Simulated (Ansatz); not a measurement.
## Electronic structure of CH6BrGa in real space

Input file:

```
crystal:
  periodic: [false, false, false]
  atoms:
    - {symbol: Ga, position_ang: [-0.791157, -0.681244, -0.470589]}
    - {symbol: Br, position_ang: [1.023975, 0.860872, -2.173375]}
    - {symbol: H, position_ang: [-0.318189, -2.068031, -1.047190]}
    - {symbol: H, position_ang: [-2.084305, -0.006515, -1.063740]}
    - {symbol: H, position_ang: [1.675113, 1.424367, -1.039947]}
    - {symbol: C, position_ang: [0.015195, 0.022728, 1.192546]}
    - {symbol: H, position_ang: [-0.089134, 1.107203, 1.269223]}
    - {symbol: H, position_ang: [1.070148, -0.246165, 1.279938]}
    - {symbol: H, position_ang: [-0.501644, -0.413215, 2.053234]}
basis:
  gaussian: {orbitals: def2-TZVPP}
hamiltonian: {xc: pbe0, dispersion: d4}
output: {orbitals: {seedname: orbitals}}
```

Run with:

```sh
ansatz run in.yaml --threads 4 --pin off --events-out ev --progress --plain --max-ram 9574MiB
```

The product side of a reaction path; geometry: PBE0-D4/def2-TZVP.

Level of theory: Ansatz, RKS PBE0-D4/def2-TZVPP.

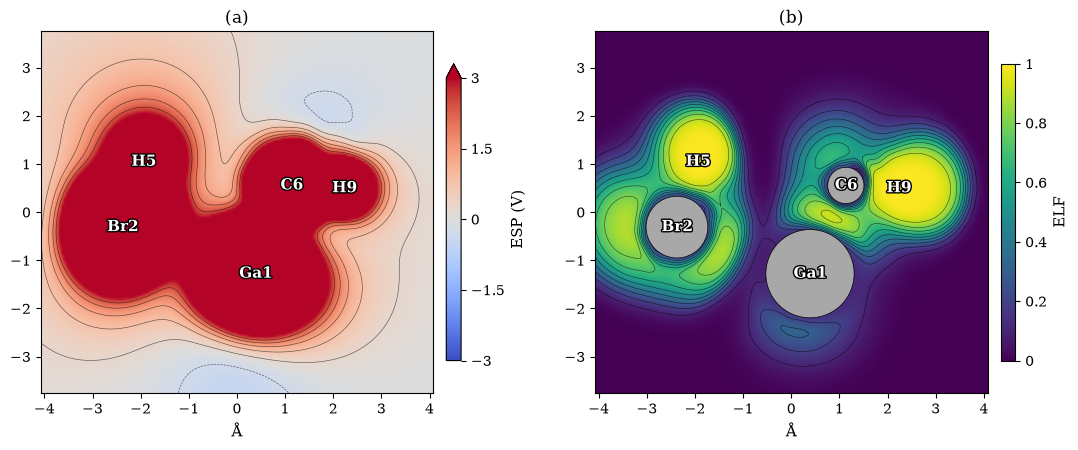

Figure 1. (a) molecular electrostatic potential; (b) ELF on the plane of atoms Ga1, C6 and H9. Grey discs cover the atomic cores in the ELF map.

Describe what can be read from this map.

Answer.
- The plane passes through Ga, Br, H and C nuclei.
- C–Ga (1.98 Å): the ELF peaks at about 0.90 in the valence shell of C, 0.7 Å from its nucleus, and is about 0.55 at the midpoint.
- Ga–Br (2.93 Å): the ELF peaks at about 0.85 in the valence shell of Br, 1.1 Å from its nucleus, and is about 0.40 at the midpoint.
- C–H (1.09 Å): the ELF climbs to about 1 towards the hydrogen, as it does in any bond to H: an ordinary covalent bond to hydrogen.
- Br–H (1.42 Å): the ELF climbs to about 1 towards the hydrogen.
- The ELF also peaks beside Br2, away from the bonds: lone-pair regions.
- Outside the dense part of the molecule the potential is most negative (−0.5 V) near H3, which lies off the plane.

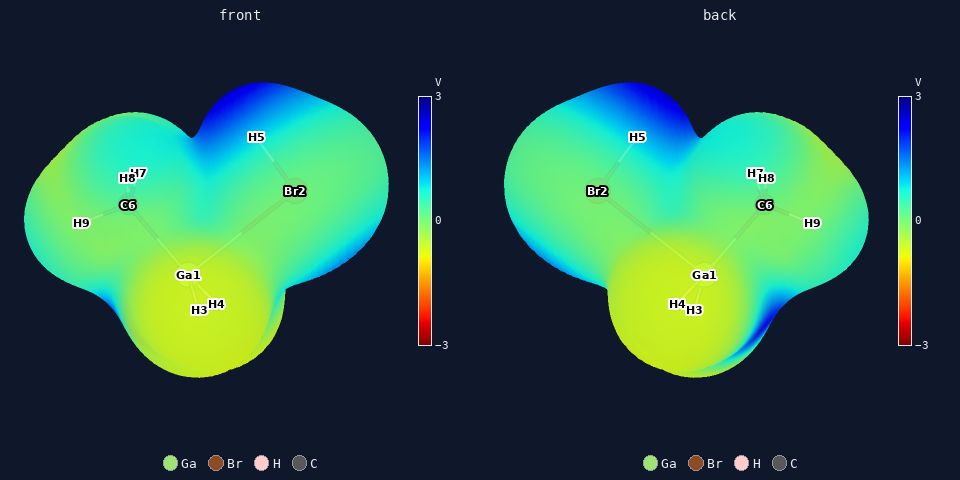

Figure 2. The molecular electrostatic potential painted on the density surface at 0.002 e/bohr³, seen from the front and from behind; red is negative and blue positive.

Where is the surface potential most negative and most positive?

Answer. The most negative region (about −0.7 V, or −16 kcal/mol for a unit charge) lies over H3 and H4, the most positive (about +2.5 V, or +58 kcal/mol for a unit charge) over H5.

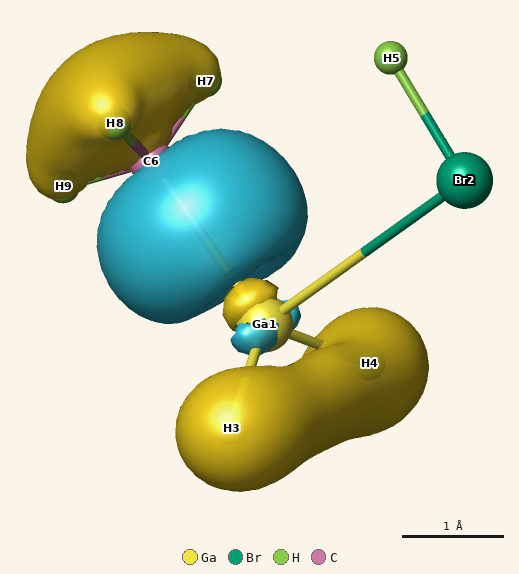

Figure 3. The HOMO at ±0.15 Å⁻³ᐟ² (yellow and cyan are the two phases), seen at a tilt.

What is the character of this orbital?

Answer. By Hirshfeld shares it lies mainly on C6 (about 40 %), Ga1 (about 30 %), H4 (about 10 %) and H3 (about 10 %). Its energy is −7.77 eV.

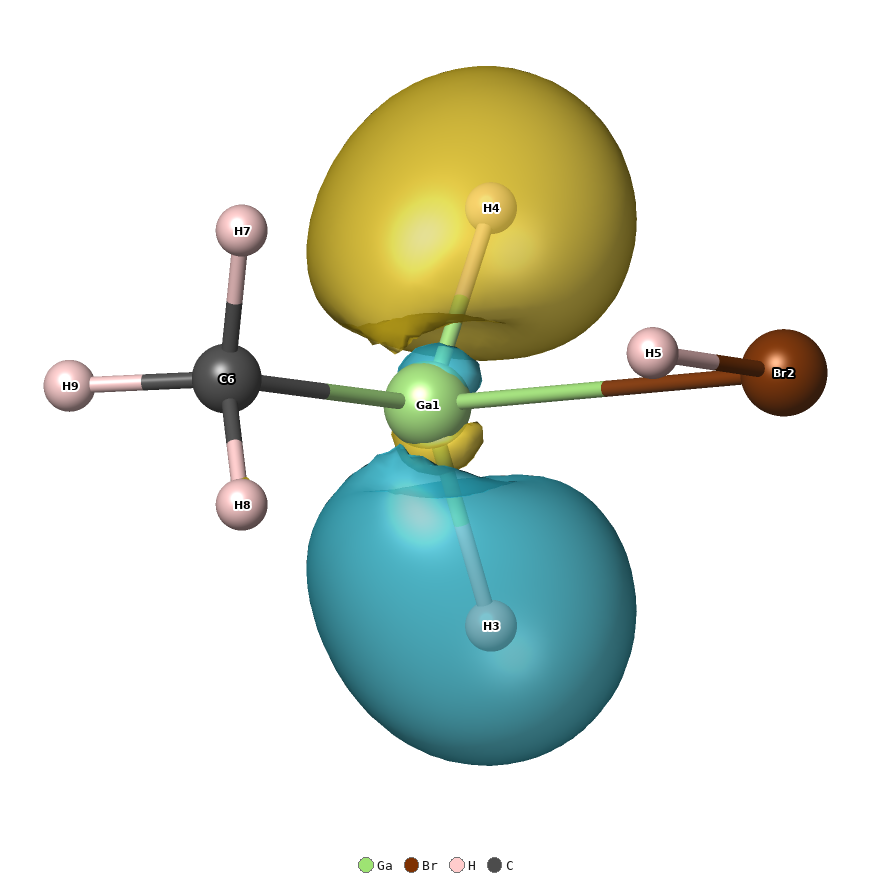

Figure 4. The HOMO−1 at ±0.15 Å⁻³ᐟ² (yellow and cyan are the two phases), seen from one side.

Describe this orbital and give its energy.

Answer. It lies mainly on Ga1 (about 35 %), H3 (about 30 %) and H4 (about 30 %). Its energy is −7.86 eV.
